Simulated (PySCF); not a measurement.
# H6N2Si: the cost of one run

Programs: PySCF 2.14.0, with density-fitted response routines of our own. Each step states its level of theory. These are calculated values for one molecule in the gas phase, unless marked as measured. Atoms count from 0, in the outputs and in this text.

### 1 The starting structure

9 atoms, charge 0, multiplicity 1; geometry from: PBE0-D3(BJ)/def2-SVP.

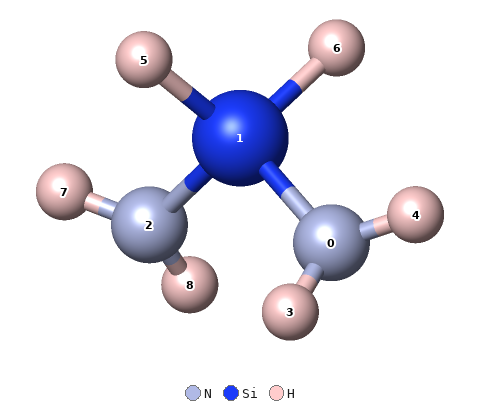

The starting geometry (nitrogen light blue, silicon blue, hydrogen pink), atoms numbered; sticks join atoms by distance.

### 2 Indirect couplings: B3LYP/def2-TZVP

The job: settings as JSON, then the geometry in Å.

```
{"job": {"kind": "j", "xc": "B3LYP", "basis": "def2-TZVP"}, "charge": 0, "multiplicity": 1}
N      1.240481    -0.362972     0.012295
Si    -0.309282     0.389032     0.093369
N     -1.508110    -0.822136    -0.164211
H      1.483692    -1.122115     0.637965
H      2.054948     0.170455    -0.266078
H     -0.718925     1.010686     1.397540
H     -0.209586     1.498921    -0.912952
H     -2.432398    -0.729040     0.237712
H     -1.512690    -1.389917    -1.003182
```

Level: B3LYP/def2-TZVP indirect spin-spin coupling, non-relativistic, gas phase.

Run with:

```
> OMP_NUM_THREADS=1 python probes_run.py task.json out
```

One launch serves the whole session: the jobs run in the order shown.

Q: Estimate the wall time and peak memory of this first job on 1 thread of Arm Neoverse V1, shared host.

About 13 s, with a peak of 0.54 GiB.
